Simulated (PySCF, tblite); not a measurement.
# C₃H₁₀OSSi₃: geometry, infrared bands and NMR shifts

Aim: predict the infrared bands and NMR shifts of C₃H₁₀OSSi₃ (`C#CC[SiH2]O[SiH2]S[SiH3]`).

Programs: tblite 0.8.0 and PySCF 2.14.0, with density-fitted response routines of our own. Each step states its level of theory. These are calculated values for one molecule in the gas phase, unless marked as measured. Atoms count from 0, in the outputs and in this text.

## Step 1: Starting geometry

18 atoms, charge 0, multiplicity 1; geometry from: force field or distance geometry start.

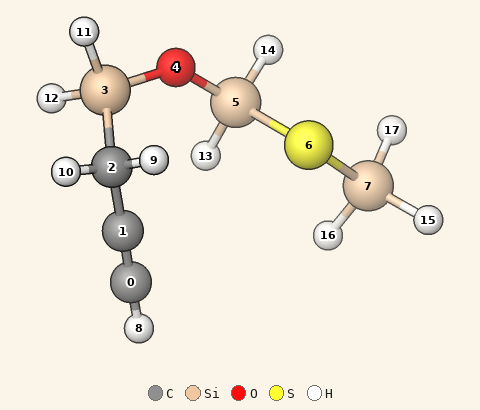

As it starts; carbon grey, silicon light orange, oxygen red, sulfur yellow, hydrogen white, atoms numbered; sticks join atoms by distance.

## Step 2: Geometry optimisation with GFN2-xTB

The job: settings as JSON, then the geometry in Å.

```
{"job": {"kind": "relax", "xc": "GFN2-xTB", "basis": "xTB"}, "charge": 0, "multiplicity": 1}
C      1.634100     1.893200    -1.390400
C      1.930200     1.357800    -0.373400
C      2.326900     0.702100     0.906300
Si     2.026300    -1.133800     0.941100
O      0.432700    -1.596700     0.942300
Si    -0.957200    -1.277800     0.093500
S     -1.849700     0.450400     0.959100
Si    -3.436700     0.514800    -0.447900
H      1.355600     2.380100    -2.295700
H      1.765800     1.171700     1.733800
H      3.378300     0.892300     1.087300
H      2.642100    -1.701900     2.180400
H      2.703500    -1.796500    -0.185300
H     -0.630800    -1.032900    -1.332700
H     -1.881400    -2.417700     0.223200
H     -4.332800     1.652700    -0.109900
H     -2.891100     0.703700    -1.813200
H     -4.224500    -0.755300    -0.387100
```

Started as:

```bash
$ OMP_NUM_THREADS=1 python probes_run.py task.json out
```

The driver reads the jobs from task.json and runs them one after another.

Standard output:

```text
step      E/eV     max force
  0    -655.93953    2.586
  1    -655.94983    5.413
  2    -656.09928    0.594
  3    -656.11799    0.381
  4    -656.14300    0.488
  5    -656.15766    0.322
  6    -656.17167    0.270
  7    -656.18350    0.293
  8    -656.19586    0.333
  9    -656.20436    0.209
 10    -656.20897    0.136
 11    -656.21247    0.149
 12    -656.21659    0.176
 13    -656.22057    0.165
 14    -656.22312    0.109
 15    -656.22435    0.074
 16    -656.22529    0.077
 17    -656.22655    0.110
 18    -656.22795    0.108
 19    -656.22923    0.076
 20    -656.23037    0.100
 21    -656.23162    0.119
 22    -656.23310    0.106
 23    -656.23479    0.121
 24    -656.23661    0.110
 25    -656.23855    0.131
 26    -656.24053    0.145
 27    -656.24211    0.096
 28    -656.24312    0.079
 29    -656.24396    0.074
 30    -656.24504    0.118
 31    -656.24643    0.143
 32    -656.24775    0.108
 33    -656.24857    0.062
 34    -656.24906    0.056
 35    -656.24961    0.077
 36    -656.25041    0.094
 37    -656.25122    0.077
 38    -656.25174    0.041
 39    -656.25203    0.032
 40    -656.25228    0.043
 41    -656.25259    0.052
 42    -656.25299    0.060
 43    -656.25343    0.056
 44    -656.25386    0.048
 45    -656.25427    0.047
 46    -656.25463    0.047
 47    -656.25496    0.058
 48    -656.25533    0.062
 49    -656.25583    0.067
 50    -656.25650    0.074
 51    -656.25727    0.079
 52    -656.25805    0.082
 53    -656.25880    0.066
 54    -656.25956    0.063
 55    -656.26018    0.056
 56    -656.26057    0.045
 57    -656.26087    0.047
 58    -656.26125    0.052
 59    -656.26186    0.072
 60    -656.26272    0.081
 61    -656.26353    0.071
 62    -656.26397    0.099
 63    -656.26441    0.056
 64    -656.26475    0.044
 65    -656.26526    0.057
 66    -656.26568    0.070
 67    -656.26641    0.070
 68    -656.26705    0.053
 69    -656.26750    0.032
 70    -656.26769    0.028
 71    -656.26783    0.028
 72    -656.26803    0.039
 73    -656.26833    0.053
 74    -656.26868    0.041
 75    -656.26893    0.028
 76    -656.26905    0.021
 77    -656.26913    0.023
 78    -656.26927    0.033
 79    -656.26950    0.038
 80    -656.26979    0.040
 81    -656.26998    0.022
 82    -656.27008    0.018
 83    -656.27015    0.024
 84    -656.27030    0.028
 85    -656.27058    0.045
 86    -656.27102    0.051
 87    -656.27146    0.043
 88    -656.27174    0.047
 89    -656.27195    0.045
 90    -656.27228    0.051
 91    -656.27285    0.071
 92    -656.27373    0.086
 93    -656.27461    0.059
 94    -656.27504    0.033
 95    -656.27518    0.029
 96    -656.27537    0.030
 97    -656.27569    0.034
 98    -656.27609    0.043
 99    -656.27636    0.027
100    -656.27649    0.020
101    -656.27655    0.018
102    -656.27659    0.018
103    -656.27666    0.021
104    -656.27672    0.067
105    -656.27678    0.037
106    -656.27682    0.012
107    -656.27685    0.009
```

Wall time 1.2 s (1 thread of Arm Neoverse V1, shared host); peak memory 0.18 GiB.

Relaxation path: (not every step is listed)

| step | energy from step 0 (eV) | largest force (eV/Å) |
| --- | --- | --- |
| 0 | 0.0000 | 2.5859 |
| 1 | -0.0103 | 5.4130 |
| 2 | -0.1598 | 0.5945 |
| 3 | -0.1785 | 0.3807 |
| 4 | -0.2035 | 0.4881 |
| 5 | -0.2181 | 0.3221 |
| 6 | -0.2321 | 0.2698 |
| 7 | -0.2440 | 0.2930 |
| 8 | -0.2563 | 0.3330 |
| 17 | -0.2870 | 0.1095 |
| 26 | -0.3010 | 0.1449 |
| 35 | -0.3101 | 0.0767 |
| 44 | -0.3143 | 0.0481 |
| 53 | -0.3193 | 0.0661 |
| 62 | -0.3244 | 0.0993 |
| 71 | -0.3283 | 0.0281 |
| 80 | -0.3303 | 0.0397 |
| 89 | -0.3324 | 0.0448 |
| 98 | -0.3366 | 0.0431 |
| 102 | -0.3371 | 0.0178 |
| 103 | -0.3371 | 0.0209 |
| 104 | -0.3372 | 0.0667 |
| 105 | -0.3373 | 0.0367 |
| 106 | -0.3373 | 0.0124 |
| 107 | -0.3373 | 0.0090 |

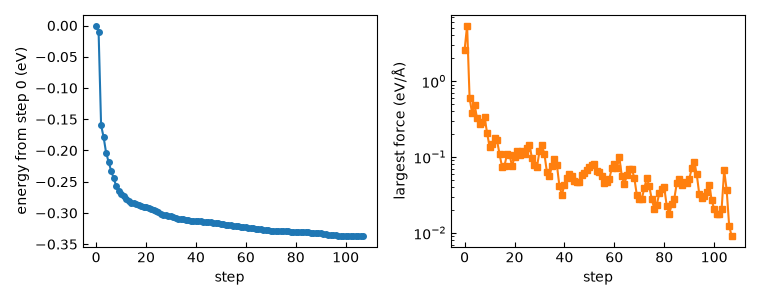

Energy and force, step by step.

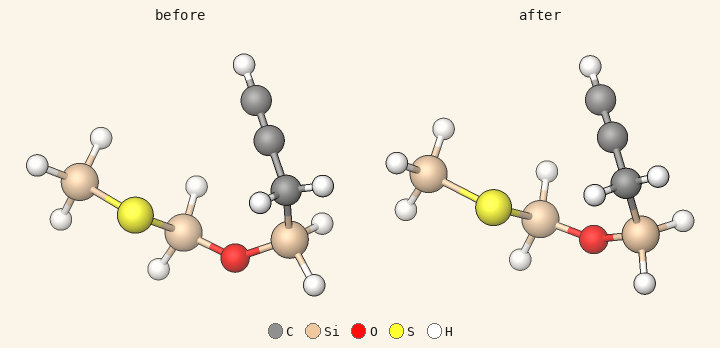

The geometry before (left) and after (right).

Close pairs (by a distance rule), those that changed most:

```csv
bond,before (Å),after (Å),change (Å)
O4–Si5,1.660,1.608,-0.051
C1–C2,1.492,1.442,-0.049
C2–Si3,1.861,1.910,+0.049
Si7–H17,1.496,1.459,-0.037
Si3–H11,1.496,1.460,-0.036
Si7–H15,1.487,1.452,-0.035
Si5–H13,1.483,1.454,-0.030
Si3–O4,1.659,1.631,-0.029
```

The next job starts from the end point, and lists it.

## Step 3: Harmonic vibrations with GFN2-xTB

The job: settings as JSON, then the geometry in Å.

```
{"job": {"kind": "ir", "xc": "GFN2-xTB", "basis": "xTB"}, "charge": 0, "multiplicity": 1}
C      1.456500     1.579756    -1.475428
C      1.769876     1.232773    -0.372766
C      2.118434     0.769877     0.948029
Si     2.105077    -1.138597     1.021337
O      0.670398    -1.684832     0.470787
Si    -0.758385    -1.363566    -0.193994
S     -1.612557     0.304232     0.842682
Si    -3.375308     0.678802    -0.311165
H      1.192709     1.919029    -2.432064
H      1.382192     1.166067     1.652534
H      3.094868     1.171138     1.225303
H      2.188971    -1.616209     2.398767
H      3.085608    -1.723506     0.109005
H     -0.580691    -1.011544    -1.593268
H     -1.553098    -2.556845     0.051189
H     -3.952651     1.853729     0.316508
H     -2.995120     0.915048    -1.699089
H     -4.245582    -0.489033    -0.227138
```

Standard output:

```text
mode    cm-1     km/mol
  1      15.9      1.70
  2      35.4      1.75
  3      50.1      3.31
  4      55.8      1.80
  5      76.3      0.34
  6      94.9      4.60
  7     110.7      0.71
  8     117.1      0.84
  9     175.5      2.86
 10     260.4     15.47
 11     290.8      0.19
 12     372.8      5.83
 13     479.7     23.37
 14     491.0     10.83
 15     501.4     60.24
 16     515.8    116.07
 17     535.4    108.73
 18     565.8     78.13
 19     583.9     22.14
 20     606.0     22.73
 21     616.3     14.03
 22     622.7     21.95
 23     630.3     23.94
 24     683.6    210.92
 25     731.7    443.05
 26     748.2     30.34
 27     751.2    159.03
 28     755.4    426.07
 29     763.7    484.38
 30     772.7      4.28
 31     792.9    455.35
 32     814.8    107.63
 33    1011.3     19.64
 34    1079.8    563.70
 35    1113.0      3.35
 36    1205.9     40.73
 37    1424.0      9.77
 38    2267.0    351.21
 39    2280.1    204.16
 40    2287.5     10.81
 41    2290.6    143.05
 42    2305.1    100.73
 43    2315.2    543.95
 44    2334.5    153.52
 45    2367.5    210.51
 46    2952.7     32.06
 47    2971.9     30.14
 48    3397.4      2.88
```

It took 1.1 s on 1 thread of Arm Neoverse V1, shared host; peak memory 0.18 GiB.

The strongest bands and the atoms that carry them (share of the mass-weighted mode):

```csv
cm⁻¹,km/mol,atoms
684,210.9,"H12 29 %, H11 19 %, H8 15 %, C2 14 %"
732,443.1,"H14 28 %, H13 27 %, C2 15 %"
755,426.1,"H11 19 %, H13 13 %, H12 12 %, H14 12 %"
764,484.4,"H14 22 %, H13 19 %, H16 12 %, H15 11 %"
793,455.4,"H17 38 %, H16 38 %"
1080,563.7,"O4 77 %, Si5 12 %"
2267,351.2,"H12 78 %, H11 17 %"
2315,544.0,"H14 53 %, H13 33 %"
```

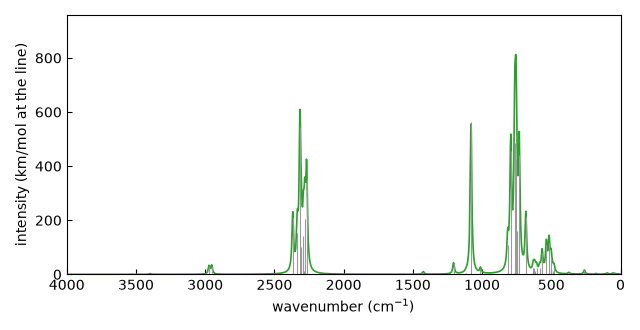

The infrared spectrum from these modes, unscaled. Lines are broadened to a width of 14 cm⁻¹ (Lorentzian).

## Step 4: NMR shieldings: PBE0/pcSseg-1

Settings changed since step 3:

```diff
@@ -1,2 +1,2 @@
-{"job": {"kind": "ir", "xc": "GFN2-xTB", "basis": "xTB"}, "charge": 0, "multiplicity": 1}
+{"job": {"kind": "nmr", "xc": "PBE0", "basis": "pcSseg-1"}, "charge": 0, "multiplicity": 1}
 C      1.456500     1.579756    -1.475428
```

With the program's defaults for keys left out, this is: GIAO PBE0/pcSseg-1 NMR shielding, non-relativistic, gas phase.

Standard output:

```text
coarse grid: 17040 points
cycle   1  E = -1461.2819095736  dE =  8.255e-01  |g| = 8.330e-01  |ddm| = 4.078e+00
cycle   2  E = -1461.1030039523  dE =  1.789e-01  |g| = 1.278e+00  |ddm| = 2.004e+00
cycle   3  E = -1461.4131649407  dE = -3.102e-01  |g| = 1.473e-01  |ddm| = 1.384e+00
cycle   4  E = -1461.4175701193  dE = -4.405e-03  |g| = 4.240e-02  |ddm| = 1.915e-01
cycle   5  E = -1461.4180193927  dE = -4.493e-04  |g| = 1.044e-02  |ddm| = 5.980e-02
cycle   6  E = -1461.4180347518  dE = -1.536e-05  |g| = 6.996e-03  |ddm| = 1.625e-02
cycle   7  E = -1461.4180466949  dE = -1.194e-05  |g| = 1.456e-03  |ddm| = 5.350e-03
cycle   8  E = -1461.4180472507  dE = -5.558e-07  |g| = 2.785e-04  |ddm| = 1.865e-03
final grid: 146080 points
cycle   9  E = -1461.4765726850  dE = -2.364e-05  |g| = 8.728e-03  |ddm| = 3.627e-02
cycle  10  E = -1461.4765590507  dE =  1.363e-05  |g| = 1.218e-02  |ddm| = 1.836e-02
cycle  11  E = -1461.4765876049  dE = -2.855e-05  |g| = 1.575e-03  |ddm| = 1.071e-02
cycle  12  E = -1461.4765881128  dE = -5.079e-07  |g| = 3.450e-04  |ddm| = 1.545e-03
cycle  13  E = -1461.4765881345  dE = -2.176e-08  |g| = 1.940e-04  |ddm| = 4.000e-04
cycle  14  E = -1461.4765881435  dE = -8.991e-09  |g| = 2.858e-05  |ddm| = 1.609e-04
cycle  15  E = -1461.4765881437  dE = -2.124e-10  |g| = 7.603e-06  |ddm| = 4.414e-05
converged SCF energy = -1461.4765881437

GIAO shielding tensors (ppm)
atom      isotropic    diamagn.    paramagn.     s11        s22        s33       span
  0 C      110.405     259.829    -149.423     34.550     41.967    254.700    220.150
  1 C      101.746     267.842    -166.095      6.863      8.422    289.955    283.092
  2 C      179.078     256.189     -77.112    167.809    177.891    191.533     23.725
  3 Si     369.212     879.712    -510.500    334.263    363.562    409.811     75.548
  4 O      299.397     401.726    -102.328    233.619    299.244    365.330    131.711
  5 Si     368.183     881.556    -513.373    335.575    361.714    407.259     71.684
  6 S      792.152    1064.327    -272.176    701.400    794.407    880.647    179.247
  7 Si     416.017     880.610    -464.593    376.960    412.027    459.064     82.104
  8 H       30.262      35.833      -5.571     24.396     25.894     40.497     16.101
  9 H       29.238      32.802      -3.564     25.173     28.451     34.091      8.917
 10 H       30.112      25.828       4.284     24.374     27.976     37.984     13.610
 11 H       26.510      28.341      -1.830     22.752     24.616     32.163      9.411
 12 H       26.545      28.442      -1.897     22.774     24.533     32.328      9.555
 13 H       25.963      33.042      -7.079     23.080     24.667     30.141      7.061
 14 H       26.162      30.007      -3.845     21.549     24.979     31.957     10.409
 15 H       27.144      29.302      -2.158     23.246     24.793     33.393     10.146
 16 H       27.205      30.387      -3.182     22.900     25.980     32.735      9.835
 17 H       27.218      28.803      -1.584     22.940     25.092     33.622     10.682
```

Run time: 62 s. Hardware: 1 thread of Arm Neoverse V1, shared host; peak memory 0.95 GiB.

The references, computed at this level on geometries of the same kind, shield at (ppm): ¹H TMS 31.72, ¹³C TMS 186.9, ²⁹Si TMS 349.2, ¹⁷O H2O 336.1, ³³S CS2 504. Their shielding less the atom's gives the shift. The references are single molecules in the gas phase, so shifts against H2O, NH3, PH3, H3PO4 or CFCl3 are not on the usual liquid scales and can be off by tens of ppm. Atoms listed in one row are averaged.

| atoms | environment | σ (ppm) | δ (ppm) | δ scaled to CDCl3 |
| --- | --- | --- | --- | --- |
| C1 | alkyne carbon | 101.7 | 85.2 | 81.2 |
| C0 | terminal alkyne carbon | 110.4 | 76.5 | 72.8 |
| C2 | propargylic sp3 CH2 bonded to Si | 179.1 | 7.8 | 5.7 |
| H13, H14 | hydrogen on a silicon bonded to O, S | 26.06 | 5.65 | – |
| H11, H12 | hydrogen on a silicon bonded to C, O | 26.53 | 5.19 | – |
| H15, H16, H17 | hydrogen on a silicon bonded to S | 27.19 | 4.53 | – |
| H9, H10 | hydrogen on a propargylic sp3 CH2 bonded to Si | 29.67 | 2.04 | 2.03 |
| H8 | hydrogen on a terminal alkyne carbon | 30.26 | 1.45 | 1.48 |
| Si5 | silicon bonded to O, S, 2 H | 368.2 | -19.0 | – |
| Si3 | silicon bonded to C, O, 2 H | 369.2 | -20.1 | – |
| Si7 | silicon bonded to S, 3 H | 416.0 | -66.9 | – |
| O4 | oxygen bonded to 2 Si | 299.4 | 36.7 | – |
| S6 | sulfur bonded to 2 Si | 792 | -288 | – |

The scaled column applies a straight-line fit of computed shieldings to shifts measured in CDCl3, with any fitted terms for Cl, Br or S neighbours (root-mean-square error 0.16 ppm for H, 1.9 ppm for C).

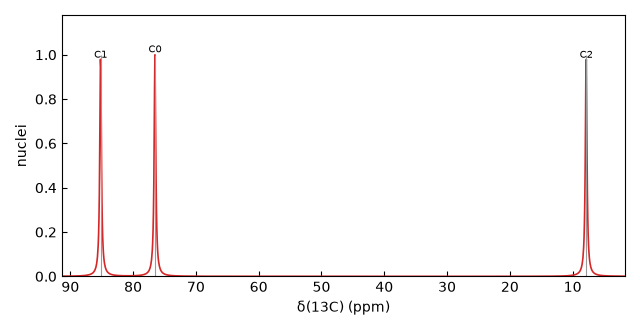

¹³C lines at the computed shifts, without couplings. Lines are broadened to a width of 0.31 ppm (Lorentzian).

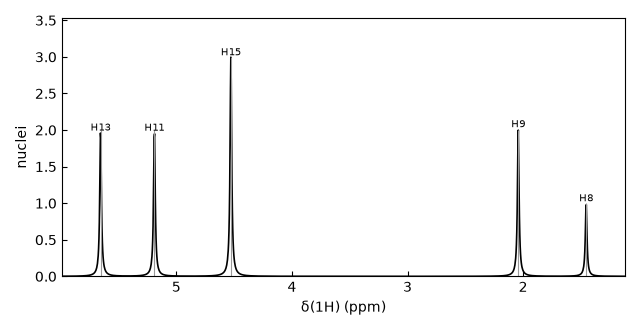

¹H lines at the computed shifts, without couplings. Lines are broadened to a width of 0.02 ppm (Lorentzian).

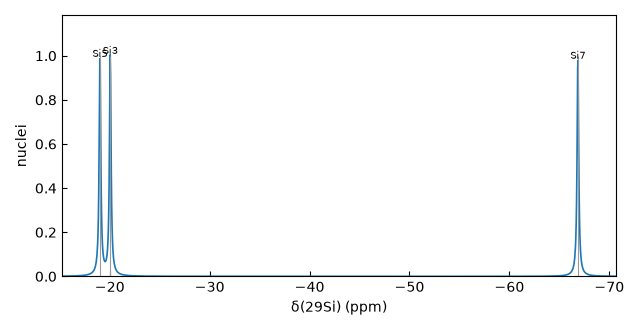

²⁹Si lines at the computed shifts, without couplings. Lines are broadened to a width of 0.19 ppm (Lorentzian).

Charges from the same density, by scheme (e):

```
atoms  Mulliken    IAO  Hirshfeld  ESP fit
   C0     -0.35  -0.26      -0.12    -0.52
   C1      0.12  -0.02      -0.04     0.11
   C2     -0.48  -0.58      -0.14    -0.39
  Si3      0.93   1.04       0.43     0.63
   O4     -0.73  -0.87      -0.30    -0.39
  Si5      0.81   0.95       0.37     0.49
   S6     -0.57  -0.46      -0.18    -0.37
  Si7      0.45   0.55       0.30     0.36
```

Mulliken charges:

C0 -0.35; C1 0.12; C2 -0.48; Si3 0.93; O4 -0.73; Si5 0.81; S6 -0.57; Si7 0.45; H8 0.04; H9 0.19; H10 0.18; H11 -0.12; H12 -0.11; H13 -0.09; H14 -0.09; H15 -0.06; H16 -0.06; H17 -0.06

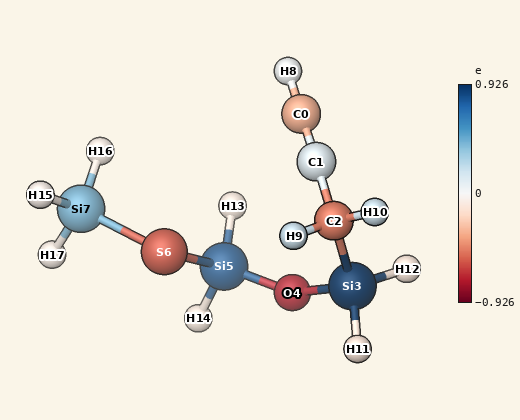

Mulliken charges, as colours on the atoms.

Mayer bond orders: C0–C1 2.56, C1–C2 1.10, C2–Si3 0.86, Si3–O4 0.91, O4–Si5 0.96, Si5–S6 0.93, S6–Si7 0.95.

Orbitals, density, ELF and potential are computed afterwards from the orbital file.

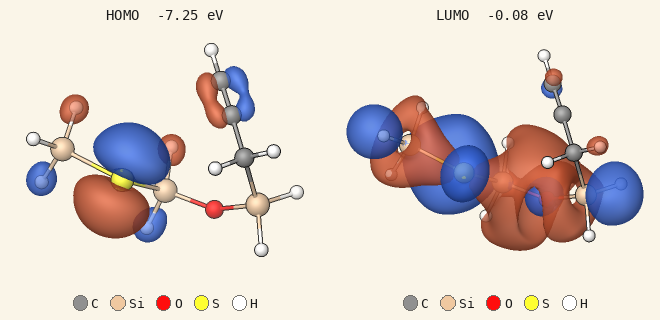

Frontier orbitals at PBE0/pcSseg-1; each surface holds 70 % of the orbital's density, blue and red mark the sign.

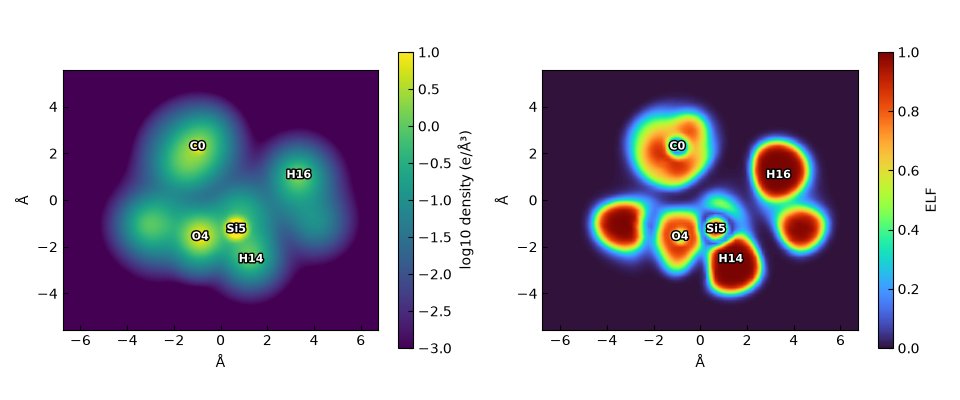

Density (left) and ELF (right) in a plane through or near 5 of the atoms.

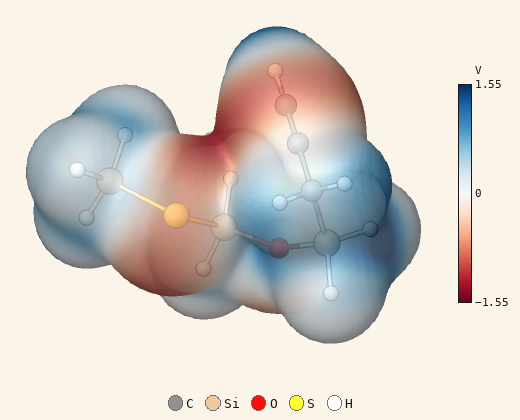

Electrostatic potential on the surface of density 0.002 e/bohr³; red is low, blue high. It runs from -0.98 V near S6 to 1.55 V near H10.

## Step 5: What came out

```
                                                              quantity                             value
                             strongest single infrared mode (GFN2-xTB)             1080 cm⁻¹, 564 km/mol
                                          zero-point energy (GFN2-xTB)                     68.9 kcal/mol
                                ¹³C shifts against TMS (PBE0/pcSseg-1)               85.2, 76.5, 7.8 ppm
¹H shifts against TMS (PBE0/pcSseg-1, means over atoms taken as alike)  5.65, 5.19, 4.53, 2.04, 1.45 ppm
                               ²⁹Si shifts against TMS (PBE0/pcSseg-1)           -19.0, -20.1, -66.9 ppm
                                ¹⁷O shifts against H2O (PBE0/pcSseg-1)                          36.7 ppm
                                ³³S shifts against CS2 (PBE0/pcSseg-1)                          -288 ppm
                                 surface potential, least and greatest                -0.98 V and 1.55 V
```

What this shows: Over 107 steps the energy fell by 0.337 eV; of the close pairs, O4–Si5 changed most, 1.660 to 1.608 Å. All 48 modes are real, so the xTB geometry is a minimum. The strongest single mode, at 1080 cm⁻¹, moves mainly O4. GFN2-xTB is a fitted tight-binding method: band positions and strengths are rough. Its intensities can rank the bands wrongly. At PBE0/pcSseg-1: The widest tensor belongs to C1: span 283 ppm, with a paramagnetic part of -166 ppm.
